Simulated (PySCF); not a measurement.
**C₄H₇Cl₂NO: NMR shielding calculation**

- system: C₄H₇Cl₂NO
- method: GIAO PBE0/pcSseg-1 NMR shielding, non-relativistic, IEF-PCM acetone (PySCF 2.14.0)

The geometry comes from this level: GFN2-xTB. Figures and captions count atoms from 1; the log counts them from 0 in places.

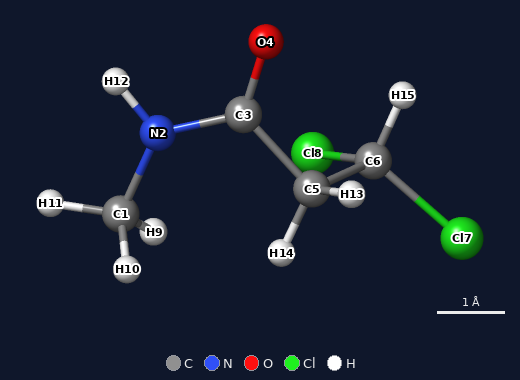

Figure 1. The input geometry (ball-and-stick view, seen at a tilt; atoms are numbered from 1 in the order of the input).

**Summary**

| quantity | value |
| --- | --- |
| outcome | converged |
| total energy | −1206.341794 hartree |
| HOMO | −7.45 eV |
| LUMO | −0.23 eV |
| dipole moment | 4.64 D |
| isotropic shielding, C | 13.5 to 156.1 ppm |
| isotropic shielding, N | 138.2 ppm |
| isotropic shielding, O | −37.2 ppm |
| isotropic shielding, Cl | 675.2 to 693.8 ppm |
| isotropic shielding, H | 25.3 to 28.9 ppm |
| hardware | 1 CPU thread, shared host |
| wall time | 26 s |
| peak memory | 0.91 GiB |

**Input file**
```
{"job": {"kind": "nmr", "xc": "PBE0", "basis": "pcSseg-1", "solvent": "acetone", "pop": false}, "charge": 0, "multiplicity": 1}
C     -1.633318    -0.455896    -1.111161
N     -1.476371    -0.300484     0.316400
C     -0.338870    -0.238836     1.030991
O     -0.349247    -0.046988     2.228757
C      0.979751    -0.415333     0.273259
C      1.733025     0.899248     0.328105
Cl     3.356149     0.734877    -0.383259
Cl     0.838867     2.156942    -0.558911
H     -1.080367     0.313536    -1.652905
H     -1.296611    -1.441987    -1.441000
H     -2.687225    -0.356389    -1.357044
H     -2.314488    -0.164581     0.863315
H      1.566798    -1.167453     0.804902
H      0.836673    -0.729809    -0.757396
H      1.851051     1.250711     1.355366
```

The first line tells a small driver script what to run in PySCF; the rest is the geometry in Å.

Launch command:
```bash
OMP_NUM_THREADS=1 python <driver script> task.json out
```

**What the program printed**
```
coarse grid: 14080 points
cycle   1  E = -1206.1377509827  dE =  1.162e+00  |g| = 8.650e-01  |ddm| = 3.479e+00
cycle   2  E = -1205.7546151837  dE =  3.831e-01  |g| = 1.646e+00  |ddm| = 2.085e+00
cycle   3  E = -1206.2802760689  dE = -5.257e-01  |g| = 1.746e-01  |ddm| = 1.528e+00
cycle   4  E = -1206.2856165119  dE = -5.340e-03  |g| = 7.939e-02  |ddm| = 1.741e-01
cycle   5  E = -1206.2868412054  dE = -1.225e-03  |g| = 2.064e-02  |ddm| = 6.214e-02
cycle   6  E = -1206.2869410931  dE = -9.989e-05  |g| = 4.027e-03  |ddm| = 1.989e-02
cycle   7  E = -1206.2869444846  dE = -3.392e-06  |g| = 1.132e-03  |ddm| = 4.092e-03
final grid: 128128 points
cycle   8  E = -1206.3417645491  dE = -4.337e-05  |g| = 1.217e-02  |ddm| = 3.162e-02
cycle   9  E = -1206.3417062788  dE =  5.827e-05  |g| = 2.117e-02  |ddm| = 2.354e-02
cycle  10  E = -1206.3417934037  dE = -8.712e-05  |g| = 2.217e-03  |ddm| = 1.592e-02
cycle  11  E = -1206.3417942794  dE = -8.757e-07  |g| = 4.854e-04  |ddm| = 1.749e-03
cycle  12  E = -1206.3417943267  dE = -4.720e-08  |g| = 1.348e-04  |ddm| = 4.818e-04
cycle  13  E = -1206.3417943304  dE = -3.751e-09  |g| = 4.999e-05  |ddm| = 1.430e-04
cycle  14  E = -1206.3417943310  dE = -5.780e-10  |g| = 8.562e-06  |ddm| = 4.007e-05
```

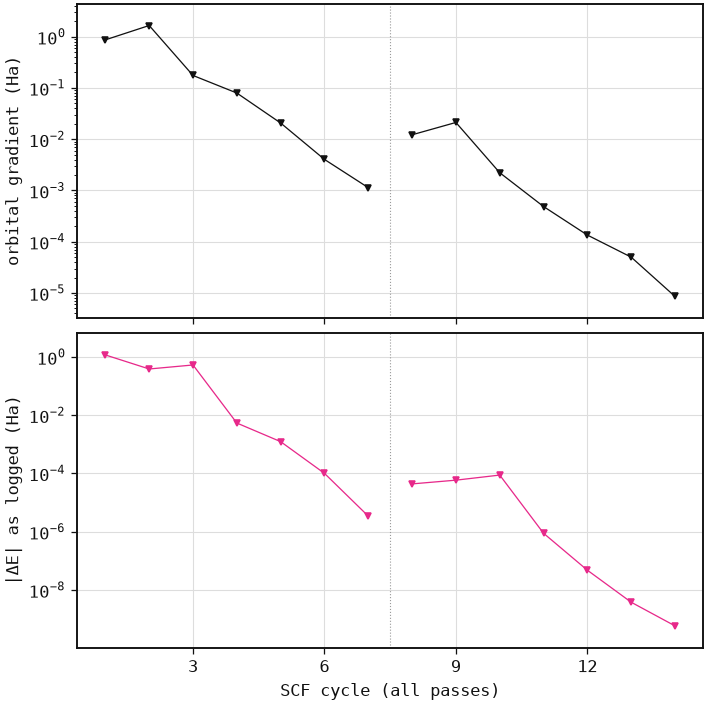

Figure 2. Convergence of the self-consistent field: orbital gradient and size of the energy change against the SCF cycle. The dotted line marks the change from a coarse to the final integration grid. The first 7 cycles use a coarse grid, the final grid takes over at cycle 8, and the field converges after 14 cycles in all.

```
converged SCF energy = -1206.3417943310

GIAO shielding tensors (ppm)
atom      isotropic    diamagn.    paramagn.     s11        s22        s33       span
  0 C      156.061     245.337     -89.275    139.193    145.742    183.250     44.057
  1 N      138.232     327.085    -188.853     28.454    152.119    234.122    205.669
  2 C       13.462     245.347    -231.886    -64.627     12.623     92.389    157.017
  3 O      -37.233     401.905    -439.138   -270.026   -156.828    315.155    585.182
  4 C      137.824     250.695    -112.870    112.716    141.965    158.791     46.075
  5 C       99.297     244.719    -145.422     63.123    112.009    122.759     59.635
  6 Cl     675.192    1144.690    -469.499    376.556    626.653   1022.366    645.810
  7 Cl     693.830    1146.640    -452.810    440.306    618.570   1022.613    582.307
  8 H       28.089      29.202      -1.113     22.512     29.690     32.065      9.553
  9 H       28.432      28.420       0.012     24.644     26.027     34.625      9.981
 10 H       28.676      27.116       1.559     24.174     26.482     35.371     11.198
 11 H       26.460      31.730      -5.270     20.451     24.749     34.180     13.729
 12 H       28.901      29.084      -0.183     24.608     27.855     34.241      9.633
 13 H       28.166      30.706      -2.540     25.371     27.900     31.228      5.857
 14 H       25.315      27.718      -2.404     21.227     25.215     29.503      8.276
```

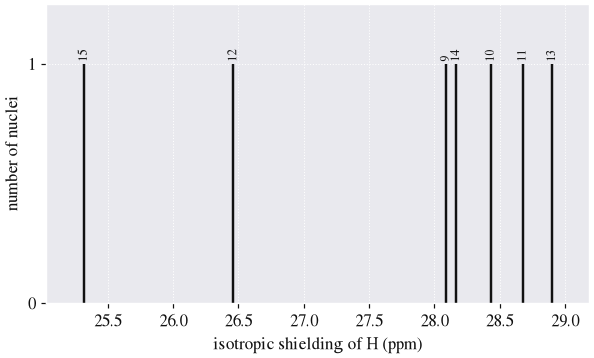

Figure 3. Isotropic shieldings of the hydrogen nuclei in this fixed geometry, labelled by atom number; shielding grows to the right, so chemical shift grows to the left. The least shielded is H15 (25.3 ppm), the most shielded H13 (28.9 ppm).
